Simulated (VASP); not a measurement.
Band structure of Cd3HgSe4 (ordered alloy cell). Calculation: PBE GGA, VASP's PBE PAW potentials (set 64) (plane waves; VASP).

Unless said otherwise, spin-orbit coupling is left out, though it shifts the bands of the heavy elements here.

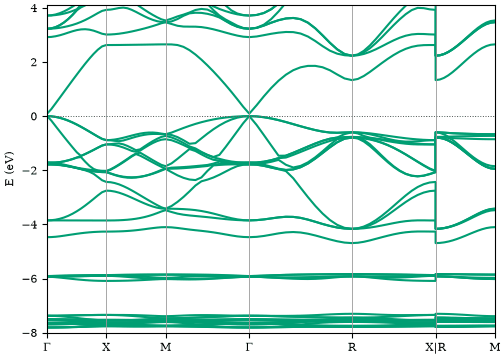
Figure: Bands along high-symmetry lines, zero at the valence-band maximum or, without a gap, the Fermi level

### Question
Read the plot: is there a gap, and where are the band edges?

### Answer
The gap is direct, 0.09 eV, from the valence maximum at Γ to the conduction minimum at Γ. (Edges off the drawn lines would not show.)

The structure was generated: Cd3HgSe4 was put into an ordered model structure (P-43m), which need not be its known phase. It was relaxed first, which changed the volume by +8 %.
